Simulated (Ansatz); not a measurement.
# Titanium, fcc under PBEsol: ground state and equation of state, part 1 of 2

What does PBEsol give for titanium in the fcc structure? We relax it, solve it on a dense k-mesh, then scale the cell to 7 volumes from 88 to 112 % of the relaxed one and try a fit of the equation of state. Spin polarisation is left out. The k-meshes are 13×13×13 for the relaxation; 22×22×22 for the dense run; 22×22×22 for the volumes.

This is Ti in the fcc structure; at room conditions it is hcp.

Method: DFT PBEsol, plane waves (420 eV) with PAW, scalar-relativistic; PBE-made PAW files, in Ansatz 0.2.0.

## 1. The system as given

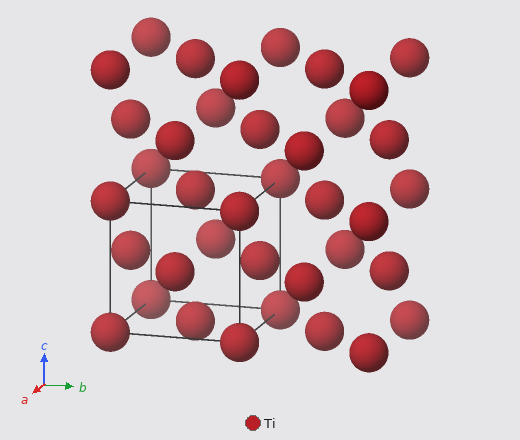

Start, viewed slightly off an axis; titanium red. 1×2×2 conventional cells are drawn; the run uses a primitive one. Any atoms on the faces are drawn again on the opposite ones.

Structure file:

```cif
data_structure
_symmetry_space_group_name_H-M 'Fm-3m'
_symmetry_Int_Tables_number 225
_cell_length_a 4.1337
_cell_length_b 4.1337
_cell_length_c 4.1337
_cell_angle_alpha 90.000
_cell_angle_beta 90.000
_cell_angle_gamma 90.000
_cell_volume 70.63
loop_
_atom_site_label
_atom_site_type_symbol
_atom_site_symmetry_multiplicity
_atom_site_Wyckoff_symbol
_atom_site_fract_x
_atom_site_fract_y
_atom_site_fract_z
_atom_site_occupancy
Ti1 Ti 4 a 0.00000 0.00000 0.00000 1
```

## 2. Relaxation of the cell

Input file input.yaml:

```yaml
crystal:
  lattice:
    - [0.0, 2.0668332624, 2.0668332624]
    - [2.0668332624, 0.0, 2.0668332624]
    - [2.0668332624, 2.0668332624, 0.0]
  atoms:
    - { symbol: Ti, position: [0.0, 0.0, 0.0] }
hamiltonian:
  xc: pbesol
  pseudopotentials:
    kind: paw
    azcp:
      Ti: "pseudopotentials/Ti.paw.azcp"
basis:
  ecutwfc: 420
  fft_grid_basis: typed
kpoints:
  mp_grid: { grid: [13, 13, 13], shift: [0, 0, 0] }
magnetization:
  spin_polarized: false
scf:
  occupations: { method: fermi_dirac, width: 0.1 }
relax:
  max_steps: 60
  f_tol: 0.01
  cell: {}
```

What it wrote:

```text
Warning: <dir> the record states the generating functional pbe (its physics header spells it `PBE`), which answers neither for hamiltonian.xc's functional nor for the pbesol family's — results may be inconsistent (PPs are generated against a specific XC)
Warning: RAYON_NUM_THREADS=2 ignored (pool sized by the plan → 2); use --threads N
Engine: ansatz 0.2.0, aarch64-unknown-linux-gnu
Pseudopotentials: kind: paw
Pseudopotential: Ti, paw, valence charge 12, recommended cutoff 420 eV (normal), <dir>
Functional definition: PBEsol
  exchange = pbesol_x
  correlation = pbesol_c
Crystal: 1 atoms, lattice volume = 17.658 Å³
Basis set: ecut = 420 eV, 331 PW (Γ), exchange–correlation on 40×40×40 points (8 copies of the dense FFT grid, shifted against one another)
Bands: 10, of which v1, the nominal top of the filled ones, is band 6 counted from 1 (5 counted from 0)
Symmetry: 48 space group operations
Space group: Fm-3m (ITA 225), of the structure as read, at distance tolerance 2.6e-5 Å
k-points: 84 of 2197
Non-local potential: Ti, projectors of the file, l = 0: 3, l = 1: 2, l = 2: 3, l = 3: 1
PAW form: soft (Blöchl's): semilocal exchange-correlation on the pseudo side does not see the compensation charge
PAW frozen core: Ti, regenerated for the run's functional, and the local potential with it (the file was generated under x = pbe(κ = 0.804, μ = 0.2195149727645171), c = pbe(β = 0.06672455060314922))
PAW one-centre angular grid: Ti, 590 points (default); XC on 64 Gauss nodes
Initial density: superposition of atomic densities (neutral atoms: chi_scale 0, normalization atom), corrected by the library's trained network
Initial wavefunctions: pseudopotential atomic-orbital guess
Functional: x = pbesol(κ = 0.804, μ = 0.12345679012345678), c = pbesol(β = 0.046)
SCF iter   1: F=—  HF=-2473.852607 eV  |F-HF|=—  |Δ(HF+E_count)|=         —  Δρ=6.63e-3  dr2=5.98e-3  ethr=1.77e-3  ⟨swp⟩=4.4  Hψ=4414  notcnv=0
preconditioner: auto → none  [metal: Δε(μ)=0.013 eV  Ē_g=4.098 eV  σ=0.100 eV  W_gap=0.03  n_scr=0 (ndim 8)  ℏωp=17.7 eV  f_vac=0.000  D(μ)=1.70/eV (n_scr^D=14)]
SCF iter   2: F=—  HF=-2473.850667 eV  |F-HF|=—  |Δ(HF+E_count)|=   1.94e-3  Δρ=2.04e-3  dr2=5.28e-4  ethr=4.98e-5  ⟨swp⟩=3.0  Hψ=2304  notcnv=0
SCF iter   3: F=—  HF=-2473.850524 eV  |F-HF|=—  |Δ(HF+E_count)|=   1.44e-4  Δρ=8.98e-4  dr2=3.75e-5  ethr=4.40e-6  ⟨swp⟩=2.9  Hψ=1470  notcnv=0
SCF iter   4: F=—  HF=-2473.850545 eV  |F-HF|=—  |Δ(HF+E_count)|=   2.10e-5  Δρ=7.17e-5  dr2=4.93e-7  ethr=3.13e-7  ⟨swp⟩=1.1  Hψ=868  notcnv=0
iter 5 did not close the SCF: its close was put off for the readings that it lacked (scf_convergence_deferred on its scf_iter line)
SCF iter   5: F=-2473.850545 eV  HF=-2473.850545 eV  |F-HF|=6.90e-9  |Δ(HF+E_count)|=  1.10e-10  Δρ=8.87e-6  dr2=1.25e-8  ethr=4.11e-9  ⟨swp⟩=2.3  Hψ=1100  notcnv=0
SCF iter   6: F=-2473.850545 eV  HF=-2473.850545 eV  |F-HF|=5.28e-11  |Δ(HF+E_count)|=   2.61e-9  Δρ=1.03e-6  dr2=1.27e-10  ethr=1.04e-10  ⟨swp⟩=1.9  Hψ=2665  notcnv=0
SCF 1 converged in 6 iterations: F = -2473.850545 eV  dr2 = 1.27e-10
relax step   1: F+E_penalty+E_count = -2473.85054451 eV  Δ(F+E_penalty+E_count) = +0.000e0 eV  max|allowed force component| = 0.000e0 eV/Å  Δτ_max = 0.0000 Å  P = -5.676 GPa  Ω = 17.658 Å³  (6 SCF iters, dr2 threshold 1.00e-7 eV, accepted)
Crystal: 1 atoms, lattice volume = 15.819 Å³
Initial density: handed on by an earlier stage of this run
Initial wavefunctions: those handed on with the density
iter 1 solved again at ethr=1.56e-5 eV; its pass at ethr=3.10e-3 eV (dr2=1.87e-3 eV) is discarded
SCF iter   1: F=—  HF=-2473.849112 eV  |F-HF|=—  |Δ(HF+E_count)|=         —  Δρ=3.43e-3  dr2=1.89e-3  ethr=1.56e-5  ⟨swp⟩=1.0  Hψ=5873  notcnv=0
preconditioner: auto → none  [metal: Δε(μ)=0.098 eV  Ē_g=4.554 eV  σ=0.100 eV  W_gap=0.23  n_scr=0 (ndim 8)  ℏωp=18.7 eV  f_vac=0.000  D(μ)=1.47/eV (n_scr^D=14)]
SCF iter   2: F=—  HF=-2473.849163 eV  |F-HF|=—  |Δ(HF+E_count)|=   5.12e-5  Δρ=1.72e-3  dr2=2.13e-4  ethr=1.56e-5  ⟨swp⟩=2.6  Hψ=1403  notcnv=0
SCF iter   3: F=—  HF=-2473.849301 eV  |F-HF|=—  |Δ(HF+E_count)|=   1.38e-4  Δρ=5.73e-4  dr2=1.69e-5  ethr=1.78e-6  ⟨swp⟩=2.0  Hψ=1195  notcnv=0
SCF iter   4: F=—  HF=-2473.849396 eV  |F-HF|=—  |Δ(HF+E_count)|=   9.47e-5  Δρ=7.73e-5  dr2=6.30e-7  ethr=1.41e-7  ⟨swp⟩=2.9  Hψ=1466  notcnv=0
SCF iter   5: F=-2473.849397 eV  HF=-2473.849397 eV  |F-HF|=3.42e-10  |Δ(HF+E_count)|=   9.24e-7  Δρ=4.11e-6  dr2=1.74e-9  ethr=8.33e-10  ⟨swp⟩=4.0  Hψ=2390  notcnv=0
SCF 2 converged in 5 iterations: F = -2473.849397 eV  dr2 = 1.74e-9
relax step   2: F+E_penalty+E_count = -2473.84939703 eV  Δ(F+E_penalty+E_count) = +1.147e-3 eV  max|allowed force component| = 0.000e0 eV/Å  Δτ_max = 0.0000 Å  P = +6.919 GPa  Ω = 15.819 Å³  energy of the carried Pulay correction = +1.082e-4 eV  (5 SCF iters, dr2 threshold 1.00e-7 eV, rejected (line search))
Crystal: 1 atoms, lattice volume = 16.779 Å³
iter 1 solved again at ethr=4.27e-6 eV; its pass at ethr=3.10e-3 eV (dr2=5.12e-4 eV) is discarded
SCF iter   1: F=—  HF=-2473.867760 eV  |F-HF|=—  |Δ(HF+E_count)|=         —  Δρ=1.76e-3  dr2=5.41e-4  ethr=4.27e-6  ⟨swp⟩=1.5  Hψ=5696  notcnv=0
preconditioner: auto → none  [metal: Δε(μ)=0.089 eV  Ē_g=4.260 eV  σ=0.100 eV  W_gap=0.21  n_scr=0 (ndim 8)  ℏωp=18.1 eV  f_vac=0.000  D(μ)=1.60/eV (n_scr^D=14)]
SCF iter   2: F=—  HF=-2473.867811 eV  |F-HF|=—  |Δ(HF+E_count)|=   5.11e-5  Δρ=9.75e-4  dr2=7.84e-5  ethr=4.27e-6  ⟨swp⟩=2.7  Hψ=1429  notcnv=0
SCF iter   3: F=—  HF=-2473.867850 eV  |F-HF|=—  |Δ(HF+E_count)|=   3.93e-5  Δρ=3.09e-4  dr2=5.66e-6  ethr=6.53e-7  ⟨swp⟩=2.1  Hψ=1242  notcnv=0
SCF iter   4: F=—  HF=-2473.867879 eV  |F-HF|=—  |Δ(HF+E_count)|=   2.90e-5  Δρ=4.98e-5  dr2=2.25e-7  ethr=4.72e-8  ⟨swp⟩=2.9  Hψ=1466  notcnv=0
SCF iter   5: F=—  HF=-2473.867881 eV  |F-HF|=—  |Δ(HF+E_count)|=   1.50e-6  Δρ=3.30e-6  dr2=1.09e-9  ethr=1.87e-9  ⟨swp⟩=2.9  Hψ=1407  notcnv=0
SCF iter   6: F=-2473.867881 eV  HF=-2473.867881 eV  |F-HF|=9.09e-13  |Δ(HF+E_count)|=   1.23e-9  Δρ=1.52e-7  dr2=1.11e-12  ethr=1.00e-12  ⟨swp⟩=3.5  Hψ=3588  notcnv=0
SCF 3 converged in 6 iterations: F = -2473.867881 eV  dr2 = 1.11e-12
relax step   3: F+E_penalty+E_count = -2473.86788058 eV  Δ(F+E_penalty+E_count) = -1.734e-2 eV  max|allowed force component| = 0.000e0 eV/Å  Δτ_max = 0.0000 Å  P = -0.418 GPa  Ω = 16.779 Å³  energy of the carried Pulay correction = +5.028e-5 eV  (6 SCF iters, accepted)
Crystal: 1 atoms, lattice volume = 16.713 Å³
iter 1 solved again at ethr=1.89e-8 eV; its pass at ethr=3.10e-3 eV (dr2=2.27e-6 eV) is discarded
SCF iter   1: F=—  HF=-2473.867964 eV  |F-HF|=—  |Δ(HF+E_count)|=         —  Δρ=1.26e-4  dr2=2.81e-6  ethr=1.89e-8  ⟨swp⟩=2.0  Hψ=5642  notcnv=0
preconditioner: auto → none  [metal: Δε(μ)=0.089 eV  Ē_g=4.291 eV  σ=0.100 eV  W_gap=0.21  n_scr=0 (ndim 8)  ℏωp=18.2 eV  f_vac=0.000  D(μ)=1.59/eV (n_scr^D=14)]
SCF iter   2: F=—  HF=-2473.867965 eV  |F-HF|=—  |Δ(HF+E_count)|=   2.28e-7  Δρ=6.69e-5  dr2=3.74e-7  ethr=1.89e-8  ⟨swp⟩=2.1  Hψ=1265  notcnv=0
SCF iter   3: F=-2473.867965 eV  HF=-2473.867965 eV  |F-HF|=1.28e-7  |Δ(HF+E_count)|=   1.38e-7  Δρ=2.21e-5  dr2=2.78e-8  ethr=8.33e-10  ⟨swp⟩=4.0  Hψ=2385  notcnv=0
SCF 4 converged in 3 iterations: F = -2473.867965 eV  dr2 = 2.78e-8
relax step   4: F+E_penalty+E_count = -2473.86796495 eV  Δ(F+E_penalty+E_count) = -8.437e-5 eV  max|allowed force component| = 0.000e0 eV/Å  Δτ_max = 0.0000 Å  P = +0.031 GPa  Ω = 16.713 Å³  energy of the carried Pulay correction = +5.416e-5 eV  (3 SCF iters, dr2 threshold 1.00e-7 eV, accepted)
Initial wavefunctions: pseudopotential atomic-orbital guess (no wavefunctions were taken with the density)
iter 1 solved again at ethr=2.37e-8 eV; its pass at ethr=3.10e-3 eV (dr2=2.85e-6 eV) is discarded
SCF iter   1: F=—  HF=-2473.867908 eV  |F-HF|=—  |Δ(HF+E_count)|=         —  Δρ=4.57e-5  dr2=7.21e-8  ethr=2.37e-8  ⟨swp⟩=2.2  Hψ=6374  notcnv=0
preconditioner: auto → none  [metal: Δε(μ)=0.089 eV  Ē_g=4.290 eV  σ=0.100 eV  W_gap=0.21  n_scr=0 (ndim 8)  ℏωp=18.2 eV  f_vac=0.000  D(μ)=1.59/eV (n_scr^D=14)]
SCF iter   2: F=—  HF=-2473.867909 eV  |F-HF|=—  |Δ(HF+E_count)|=   1.29e-6  Δρ=2.13e-5  dr2=1.38e-8  ethr=6.01e-10  ⟨swp⟩=2.8  Hψ=1258  notcnv=0
SCF iter   3: F=—  HF=-2473.867909 eV  |F-HF|=—  |Δ(HF+E_count)|=   4.05e-8  Δρ=2.50e-6  dr2=1.03e-9  ethr=1.15e-10  ⟨swp⟩=2.0  Hψ=1262  notcnv=0
SCF iter   4: F=—  HF=-2473.867909 eV  |F-HF|=—  |Δ(HF+E_count)|=  1.84e-10  Δρ=2.38e-6  dr2=8.31e-10  ethr=8.60e-12  ⟨swp⟩=2.1  Hψ=1385  notcnv=0
SCF iter   5: F=—  HF=-2473.867909 eV  |F-HF|=—  |Δ(HF+E_count)|=  2.96e-10  Δρ=4.40e-7  dr2=2.83e-11  ethr=6.92e-12  ⟨swp⟩=2.9  Hψ=1361  notcnv=0
SCF iter   6: F=-2473.867909 eV  HF=-2473.867909 eV  |F-HF|=0.00e0  |Δ(HF+E_count)|=  1.09e-11  Δρ=4.02e-8  dr2=2.28e-13  ethr=1.00e-12  ⟨swp⟩=4.7  Hψ=2882  notcnv=0
SCF 5 converged in 6 iterations: F = -2473.867909 eV  dr2 = 2.28e-13
relax step   5: F+E_penalty+E_count = -2473.86790947 eV  Δ(F+E_penalty+E_count) = +5.548e-5 eV  max|allowed force component| = 0.000e0 eV/Å  Δτ_max = 0.0000 Å  P = +0.033 GPa  Ω = 16.713 Å³  stress off target by 3.33e-2 GPa  SCF on the basis re-selected at this cell (its energy is not comparable with the rows above)  (6 SCF iters)
basis re-selected at this cell: Δ(F+E_penalty+E_count) = +5.548e-5 eV, ΔP = +0.002 GPa vs the last step (what re-selecting the basis moved, of the pressure what is left beyond the Pulay correction that the steps carried, after the strain that the cell walked since its last selection, with what the two solves' SCF thresholds leave and, on support functions, any second-order correction that the steps lacked; it is no measure of the basis error at this ecutwfc). This SCF's stress stands 3.33e-2 GPa from its target on what of the cell is left free (relax.cell.stress_tol is 5.00e-2 GPa) and its largest allowed force component is 0.00e0 eV/Å (relax.f_tol is 1.00e-2 eV/Å): within both
SCF converged after 6 iterations
Free energy (F): -2473.867909 eV
Harris-Foulkes:  -2473.867909 eV  (|F-HF|=0.00e0)
Internal energy: -2473.814881 eV  (E = F + TS)
E sigma→0 (E₀):  -2473.841395 eV
Entropy (-TS):   -0.053028 eV (-53.028 meV/atom)
Fermi energy:    13.754938 eV
--- Per-component energies (eV) ---
  E_band       = -149.518916
  E_kinetic    = 273.252814
  E_local      = -792.146586  (includes V_loc(G=0)·N_el)
  E_nonlocal   = 9.531762
  E_hartree    = 326.199175
  E_xc         = -96.918578
  E_vxc        = -121.797521  (∫ρ·V_xc dr)
  E_paw        = -1022.643411  (= ΣΔE_a)
  E_vpaw       = -170.757863  (= ΣTr[D̂ρ^β])
  E_aug_tail   = 0.000110  (compensation charges beyond the density's cutoff)
  E_ewald      = -1171.229551
  E_core_change = 0.139384  (= ΣΔE_core)
  E_smearing   = -0.053028  (= −TS)
  E_closure    = 0.000000  (closes the sum)
  Σ components = -2473.867909   (vs F -2473.867909, Δ=0.00e0)
--- Forces (eV/Å), atoms counted from 1 ---
  atom   1  Ti    -0.00000000    -0.00000000    -0.00000000
  max |Σ_I F_I| component: 3.70e-32 eV/Å
--- Stress (GPa, compression-positive) ---
        0.033315       0.000000      -0.000000
        0.000000       0.033315       0.000000
       -0.000000       0.000000       0.033315
  P = ⅓ Tr σ = 0.0333 GPa (0.333 kbar)
--- Relaxed structure (4 steps of the walk, 3 accepted, 1 SCFs on fresh bases) ---
  F+E_penalty+E_count = -2473.86790947 eV   max|allowed force component| = 0.000e0 eV/Å   (the final SCF, on the basis selected at the relaxed cell)
  cell:  # Å, volume = 16.7127 Å³
    - [-1.006335976496879e-33, 2.0292640164654743, 2.0292640164654743]
    - [2.0292640164654743, 3.6941447238493013e-34, 2.0292640164654743]
    - [2.0292640164654743, 2.0292640164654743, 1.7324264911845005e-33]
  atoms:
    - { symbol: Ti, position: [0.0, 0.0, 0.0] }
```

Wall time 2.5 s (2 threads of an Arm CPU, shared host); peak memory 0.28 GiB.

Step by step:

```
step  energy change (meV/atom)  largest force (eV/Å)  pressure (GPa)  volume (Å³/atom)  accepted
   1                      0.00                0.0000           -5.68            17.658       yes
   2                      1.15                0.0000            6.92            15.819        no
   3                    -17.34                0.0000           -0.42            16.779       yes
   4                    -17.42                0.0000            0.03            16.713       yes
   5                    -17.36                0.0000            0.03            16.713       yes
```

Steps that repeat a cell are solved on a basis chosen anew, so their changes of energy are no gain of the relaxation.

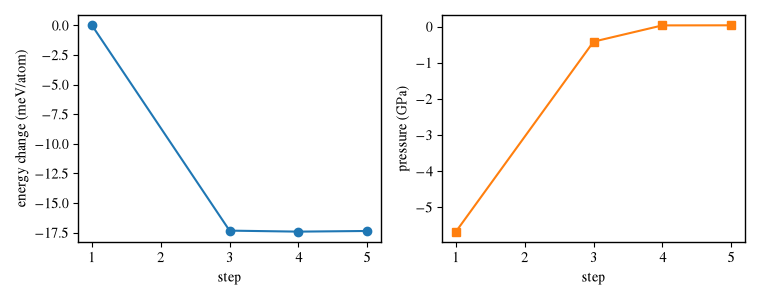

Energy and pressure over the accepted steps.

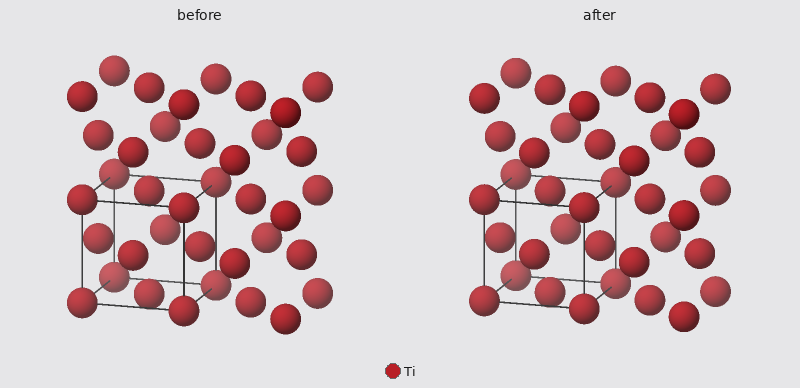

Before and after, at one scale. The cells drawn are those of the first picture.

The cell of the run, before and after:

|  | before | after | change |
| --- | --- | --- | --- |
| a (Å) | 2.923 | 2.870 | -1.8 % |
| b (Å) | 2.923 | 2.870 | -1.8 % |
| c (Å) | 2.923 | 2.870 | -1.8 % |
| volume (Å³/atom) | 17.658 | 16.713 | -5.4 % |
| shortest distance (Å) | 2.923 | 2.870 | -1.8 % |
| space group (spins left aside) | Fm-3m | Fm-3m | same |

## 3. Dense single point

Input file input.yaml:

```yaml
crystal:
  lattice:
    - [0.0, 2.0292640165, 2.0292640165]
    - [2.0292640165, 0.0, 2.0292640165]
    - [2.0292640165, 2.0292640165, 0.0]
  atoms:
    - { symbol: Ti, position: [0.0, 0.0, 0.0] }
hamiltonian:
  xc: pbesol
  pseudopotentials:
    kind: paw
    azcp:
      Ti: "pseudopotentials/Ti.paw.azcp"
basis:
  ecutwfc: 420
  fft_grid_basis: typed
kpoints:
  mp_grid: { grid: [22, 22, 22], shift: [0, 0, 0] }
magnetization:
  spin_polarized: false
scf:
  occupations: { method: fermi_dirac, width: 0.1 }
```

What it wrote, cut to the lines that bear on the results:

```text
Warning: <dir> the record states the generating functional pbe (its physics header spells it `PBE`), which answers neither for hamiltonian.xc's functional nor for the pbesol family's — results may be inconsistent (PPs are generated against a specific XC)
Warning: RAYON_NUM_THREADS=2 ignored (pool sized by the plan → 2); use --threads N
[...]
[... 3 set-up lines as earlier in the session ...]
[...]
Crystal: 1 atoms, lattice volume = 16.713 Å³
Basis set: ecut = 420 eV, 331 PW (Γ)
Bands: 10, of which v1, the nominal top of the filled ones, is band 6 counted from 1 (5 counted from 0)
[... 2 set-up lines as earlier in the session ...]
k-points: 328 of 10648
[...]
SCF iter   1: F=—  HF=-2473.869372 eV  |F-HF|=—  |Δ(HF+E_count)|=         —  Δρ=6.61e-3  dr2=5.17e-3  ethr=1.77e-3  ⟨swp⟩=4.4  Hψ=17082  notcnv=0
[...]
SCF iter   6: F=-2473.867624 eV  HF=-2473.867624 eV  |F-HF|=1.82e-12  |Δ(HF+E_count)|=  1.76e-10  Δρ=4.28e-7  dr2=1.40e-11  ethr=3.31e-11  ⟨swp⟩=1.0  Hψ=9019  notcnv=0
[...]
SCF converged after 6 iterations
Free energy (F): -2473.867624 eV
[...]
E sigma→0 (E₀):  -2473.840546 eV
Entropy (-TS):   -0.054156 eV (-54.156 meV/atom)
Fermi energy:    13.755405 eV
[...]
```

Wall time 1.6 s (2 threads of an Arm CPU, shared host); peak memory 0.32 GiB.

## 4. Equation of state: 88 %

input.yaml: that of step 3 with these lines changed.

```diff
@@ -2,5 +2,5 @@
   lattice:
-    - [0.0, 2.0292640165, 2.0292640165]
-    - [2.0292640165, 0.0, 2.0292640165]
-    - [2.0292640165, 2.0292640165, 0.0]
+    - [0.0, 1.9446111807, 1.9446111807]
+    - [1.9446111807, 0.0, 1.9446111807]
+    - [1.9446111807, 1.9446111807, 0.0]
   atoms:
@@ -22 +22,3 @@
   occupations: { method: fermi_dirac, width: 0.1 }
+output:
+  stress: true
```

What it wrote, cut to the lines that bear on the results:

```text
Warning: <dir> the record states the generating functional pbe (its physics header spells it `PBE`), which answers neither for hamiltonian.xc's functional nor for the pbesol family's — results may be inconsistent (PPs are generated against a specific XC)
Warning: RAYON_NUM_THREADS=2 ignored (pool sized by the plan → 2); use --threads N
[...]
[... 3 set-up lines as earlier in the session ...]
[...]
Crystal: 1 atoms, lattice volume = 14.707 Å³
Basis set: ecut = 420 eV, 283 PW (Γ)
Bands: 10, of which v1, the nominal top of the filled ones, is band 6 counted from 1 (5 counted from 0)
[... 1 set-up line as earlier in the session ...]
Space group: Fm-3m (ITA 225), of the structure as read, at distance tolerance 2.5e-5 Å
k-points: 328 of 10648
[...]
SCF iter   1: F=—  HF=-2473.765925 eV  |F-HF|=—  |Δ(HF+E_count)|=         —  Δρ=7.22e-3  dr2=5.29e-3  ethr=1.77e-3  ⟨swp⟩=4.4  Hψ=16950  notcnv=0
[...]
SCF iter   6: F=-2473.764069 eV  HF=-2473.764069 eV  |F-HF|=2.73e-12  |Δ(HF+E_count)|=  8.50e-11  Δρ=6.41e-7  dr2=2.19e-11  ethr=3.42e-11  ⟨swp⟩=1.0  Hψ=8542  notcnv=0
[...]
SCF converged after 6 iterations
Free energy (F): -2473.764069 eV
[...]
E sigma→0 (E₀):  -2473.740966 eV
Entropy (-TS):   -0.046206 eV (-46.206 meV/atom)
Fermi energy:    15.960262 eV
[...]
--- Stress (GPa, compression-positive) ---
       18.074756       0.000000       0.000000
       -0.000000      18.074756       0.000000
       -0.000000       0.000000      18.074756
  P = ⅓ Tr σ = 18.0748 GPa (180.748 kbar)
```

Run time: 1.7 s. Hardware: 2 threads of an Arm CPU, shared host; peak memory 0.32 GiB.

## 5. Equation of state: 92 %

input.yaml: that of step 4 with these lines changed.

```diff
@@ -2,5 +2,5 @@
   lattice:
-    - [0.0, 1.9446111807, 1.9446111807]
-    - [1.9446111807, 0.0, 1.9446111807]
-    - [1.9446111807, 1.9446111807, 0.0]
+    - [0.0, 1.9736395079, 1.9736395079]
+    - [1.9736395079, 0.0, 1.9736395079]
+    - [1.9736395079, 1.9736395079, 0.0]
   atoms:
```

What it wrote, cut to the lines that bear on the results:

```text
Warning: <dir> the record states the generating functional pbe (its physics header spells it `PBE`), which answers neither for hamiltonian.xc's functional nor for the pbesol family's — results may be inconsistent (PPs are generated against a specific XC)
Warning: RAYON_NUM_THREADS=2 ignored (pool sized by the plan → 2); use --threads N
[...]
[... 3 set-up lines as earlier in the session ...]
[...]
Crystal: 1 atoms, lattice volume = 15.376 Å³
Basis set: ecut = 420 eV, 307 PW (Γ)
Bands: 10, of which v1, the nominal top of the filled ones, is band 6 counted from 1 (5 counted from 0)
[... 2 set-up lines as earlier in the session ...]
k-points: 328 of 10648
[...]
SCF iter   1: F=—  HF=-2473.825922 eV  |F-HF|=—  |Δ(HF+E_count)|=         —  Δρ=6.85e-3  dr2=4.85e-3  ethr=1.77e-3  ⟨swp⟩=4.4  Hψ=17011  notcnv=0
[...]
SCF iter   6: F=-2473.824251 eV  HF=-2473.824251 eV  |F-HF|=1.41e-11  |Δ(HF+E_count)|=  5.59e-10  Δρ=6.94e-7  dr2=3.57e-11  ethr=2.21e-11  ⟨swp⟩=1.5  Hψ=8517  notcnv=0
[...]
SCF converged after 6 iterations
Free energy (F): -2473.824251 eV
[...]
E sigma→0 (E₀):  -2473.799802 eV
Entropy (-TS):   -0.048899 eV (-48.899 meV/atom)
Fermi energy:    15.165106 eV
[...]
--- Stress (GPa, compression-positive) ---
       10.983429       0.000000      -0.000000
        0.000000      10.983429      -0.000000
       -0.000000       0.000000      10.983429
  P = ⅓ Tr σ = 10.9834 GPa (109.834 kbar)
```

Wall time 1.8 s (2 threads of an Arm CPU, shared host); peak memory 0.33 GiB.

(Continued in part 2 of 2.)
